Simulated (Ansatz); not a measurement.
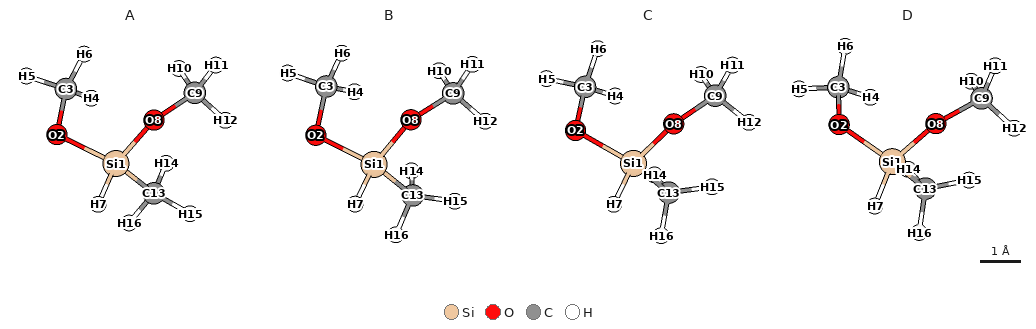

4 geometries from one relaxation of C$_{3}$H$_{10}$O$_{2}$Si, in shuffled order. The picture is a ball-and-stick view, seen at a tilt.

The run prepares the start of a later molecular dynamics calculation, from a guessed geometry.

These are results of RKS r2SCAN-D4/STO-3G (Ansatz), not measurements. Set-up: no spin polarisation; force threshold 0.02 eV/Å; at most 40 steps.

Order the frames from highest to lowest energy.

Answer. D, C, B, A. They are steps 0, 3, 6, 15, at +13.8 kcal/mol, +1.63 kcal/mol, +0.49 kcal/mol relative to the last. The largest moves after the best rigid fit, 0.92 Å, are those of H14 and H15. By element the largest moves are H 0.92 Å, C 0.33 Å, O 0.29 Å, Si 0.05 Å. Near-neighbour distances that change, for instance: Si1–O2 1.680 → 1.718 Å, O2–C3 1.420 → 1.458 Å, C13–H14 1.110 → 1.095 Å, C13–H15 1.110 → 1.096 Å. Among the angles between lasting bonds that change: Si1–O2–C3 125.0° → 112.0°, Si1–O8–C9 125.0° → 113.0°, O2–Si1–H7 109.5° → 102.7°. Groups turn about Si1–C13 by about 50°, O2–C3 by about 30°. After 13 accepted moves (15 points after the start) the energy has fallen by 13.8 kcal/mol. Largest force component: 2.4 eV/Å at the start, 0.0069 eV/Å at the end. The line search rejected the trial steps at points 7, 11 of the run.

Limits of the set-up: STO-3G is a minimal basis, so the numbers are rough.
